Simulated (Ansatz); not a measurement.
**Single-point calculation, with input and output: C10H23BO2**

The run: single-point calculation of C10H23BO2. Method and program: RKS PBE0-D4/def2-TZVP (Ansatz 0.2.0).

The geometry comes from this level: PBE-D4/def2-SVP.

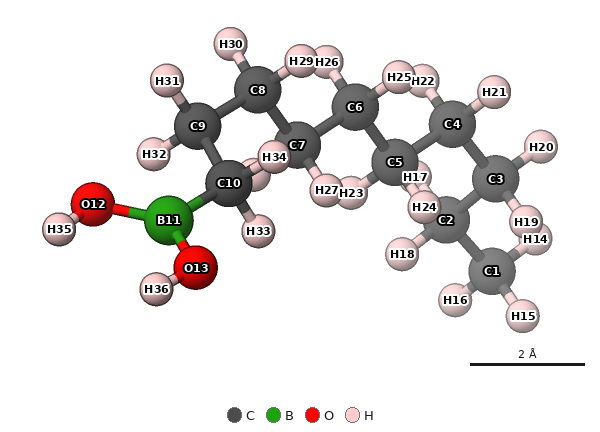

**Figure 1.** The structure (ball-and-stick view, seen at a tilt; atoms are numbered from 1 in the order of the input).

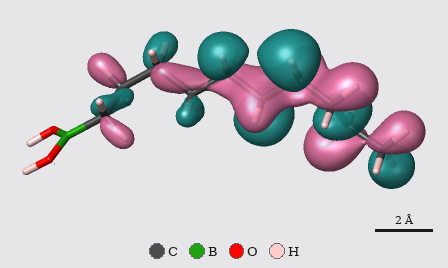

**Figure 2.** One frontier orbital at ±0.06 Å⁻³ᐟ² (teal and pink are the two phases), seen face on. The HOMO−1, at −8.55 eV. It lies mainly on C5 (10 %), C2 (10 %), C4 (10 %), C3 (10 %) and H21 (10 %).

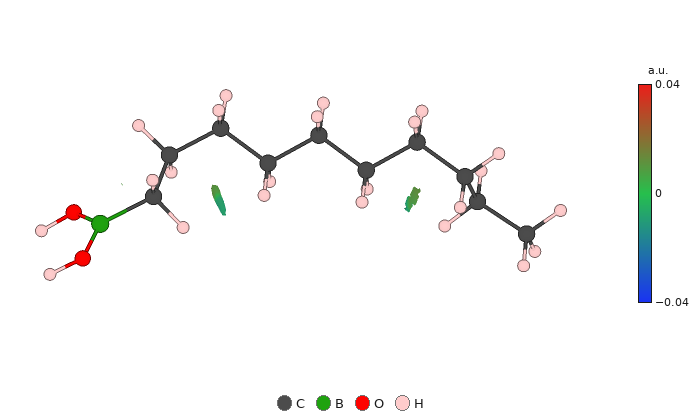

**Figure 3.** Non-covalent interaction (NCI) plot: the surface where the reduced density gradient is 0.5, for densities under 0.05 a.u., coloured by sign(λ₂)ρ; seen face on.

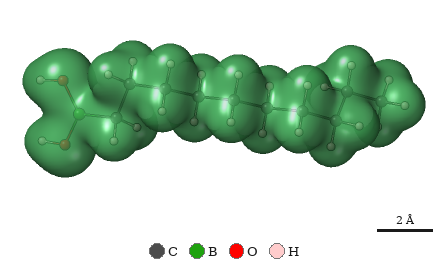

**Figure 4.** Isosurface of the total electron density at 0.1 e/Å³ (green), seen from the side. At this value the surface is in one piece. On the grid the lowest density along these lines, outside the cores, is 1.4 e/Å³ (B–O, 1.38 Å), 1.6 e/Å³ (C–C, 1.53 Å), 1.3 e/Å³ (C–B, 1.58 Å) and 2.3 e/Å³ (O–H, 0.97 Å).

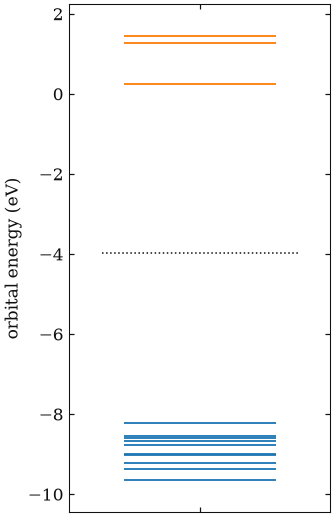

**Figure 5.** Orbital energies near the frontier; the dotted line parts filled from empty levels, and levels within 0.02 eV of each other stand side by side. Highest filled −8.22 eV, lowest empty 0.25 eV, 8.47 eV apart.

The input that produced these results follows, with the program's output.

## Input
```yaml
crystal:
  periodic: [false, false, false]
  atoms:
    - {symbol: C, position_ang: [-5.778772, 0.015967, -1.358872]}
    - {symbol: C, position_ang: [-4.506693, -0.329416, -0.582344]}
    - {symbol: C, position_ang: [-4.025464, 0.806889, 0.328558]}
    - {symbol: C, position_ang: [-2.781443, 0.481727, 1.166905]}
    - {symbol: C, position_ang: [-1.501805, 0.245343, 0.356872]}
    - {symbol: C, position_ang: [-0.264019, -0.013186, 1.220721]}
    - {symbol: C, position_ang: [1.012937, -0.261479, 0.412720]}
    - {symbol: C, position_ang: [2.252022, -0.520083, 1.276205]}
    - {symbol: C, position_ang: [3.536252, -0.814154, 0.487467]}
    - {symbol: C, position_ang: [4.052580, 0.355002, -0.361743]}
    - {symbol: B, position_ang: [5.395578, 0.099316, -1.157506]}
    - {symbol: O, position_ang: [5.948960, -1.162581, -1.134885]}
    - {symbol: O, position_ang: [5.946031, 1.159698, -1.846277]}
    - {symbol: H, position_ang: [-6.618630, 0.256334, -0.673119]}
    - {symbol: H, position_ang: [-5.624722, 0.901865, -2.010501]}
    - {symbol: H, position_ang: [-6.106428, -0.821726, -2.007530]}
    - {symbol: H, position_ang: [-4.679360, -1.239745, 0.035326]}
    - {symbol: H, position_ang: [-3.702069, -0.603067, -1.299260]}
    - {symbol: H, position_ang: [-3.824321, 1.710971, -0.291347]}
    - {symbol: H, position_ang: [-4.857160, 1.092327, 1.010732]}
    - {symbol: H, position_ang: [-2.601387, 1.313933, 1.883131]}
    - {symbol: H, position_ang: [-2.986650, -0.414287, 1.796737]}
    - {symbol: H, position_ang: [-1.643213, -0.614788, -0.334715]}
    - {symbol: H, position_ang: [-1.315679, 1.127269, -0.298397]}
    - {symbol: H, position_ang: [-0.104635, 0.851212, 1.905247]}
    - {symbol: H, position_ang: [-0.455526, -0.886084, 1.886050]}
    - {symbol: H, position_ang: [1.192313, 0.610933, -0.254531]}
    - {symbol: H, position_ang: [0.854657, -1.129781, -0.267672]}
    - {symbol: H, position_ang: [2.422037, 0.357441, 1.942138]}
    - {symbol: H, position_ang: [2.039942, -1.375020, 1.956709]}
    - {symbol: H, position_ang: [4.332473, -1.125015, 1.197523]}
    - {symbol: H, position_ang: [3.370869, -1.699865, -0.165662]}
    - {symbol: H, position_ang: [3.289498, 0.668374, -1.111655]}
    - {symbol: H, position_ang: [4.196523, 1.261574, 0.271099]}
    - {symbol: H, position_ang: [6.768954, -1.252536, -1.652400]}
    - {symbol: H, position_ang: [6.766331, 0.946658, -2.325722]}
basis:
  gaussian: {orbitals: def2-TZVP, initial_orbitals: start.molden}
hamiltonian: {xc: pbe0, dispersion: d4}
scf: {omitted_lower_state_checks: [starts]}
output: {orbitals: {seedname: orbitals}}
```

Launch command:
```bash
ansatz run in.yaml --threads 4 --pin off --events-out ev --progress --plain --max-ram 9574MiB
```

## Log
```
Functional definition: PBE0
  name "PBE0"
  cite "Adamo & Barone, J. Chem. Phys. 110, 6158 (1999) doi:10.1063/1.478522"
  cite "Perdew, Burke & Ernzerhof, Phys. Rev. Lett. 77, 3865 (1996) doi:10.1103/PhysRevLett.77.3865"
  parent pbe
  parameter a = 0.25
  parameter kappa = 0.804
  parameter beta = 0.06672455060314922
  exchange = (1 - a)*pbe_x(kappa = kappa, mu = beta*pi^2/3) + a*exact_x
  correlation = pbe_c(beta = beta)
these checks for a lower state are left out or cut short: starts
3283 factors; their error is unknown
mean field evaluation 1: about -15499.4688 eV, gradient 1.9e2 eV
mean field evaluation 2: about -15506.8398 eV, gradient 7.3e0 eV
mean field evaluation 4: about -15506.8858 eV, gradient 9.4e-1 eV
mean field evaluation 8: about -15506.8871 eV, gradient 6.8e-6 eV
mean field -15506.88711877 eV, -569.8675906694 hartree, gradient 6.8e-6 eV, S^2 0.000000; 0 other end points of the search recorded, 0 dependent functions left out
reference -15506.88718099 eV, -569.8675929556 hartree; 52, 52 occupied and 489, 489 virtual orbitals, 3283 factors
Total energy: -15507.55961939 eV, -569.8923046111 hartree
Checks for a lower state left out: starts
```

## Key numbers

- outcome: converged
- total energy: −15507.5596 eV
- mean-field energy: −15506.8872 eV
- dispersion energy: −0.6724 eV
- SCF solution under orbital rotations: stable
- HOMO: −8.22 eV
- LUMO: 0.25 eV
- hardware: 4 threads of Arm Neoverse N1, 77 GiB of memory available, shared host
- wall time: 52 s (CPU time 3.3 min)
- peak memory: 3 GiB
